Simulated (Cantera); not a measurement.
Feed: 1 mol MgCO3, 9.6 mol H2, 0.18 mol C, held at 4.90 bar.

These are equilibrium values from Cantera (NASA tables, ideal gas, pure condensed phases), not measurements of a reactor. Candidate condensed phases: C, C6H6, C7H8, C8H18, H2O, Mg, MgCO3, MgO, Mg(OH)2; 116 gas species. Rates play no part.

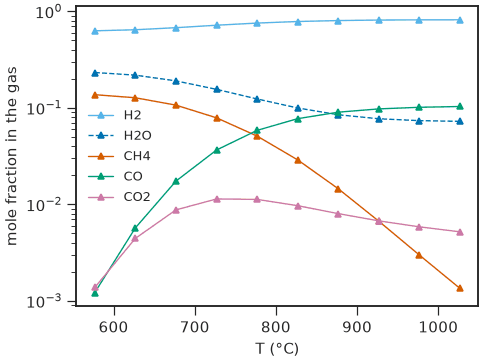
Figure. Equilibrium gas composition (values under 1e-9 drawn at 1e-9)

From 577 °C to 1027 °C the condensed part is MgO(s).
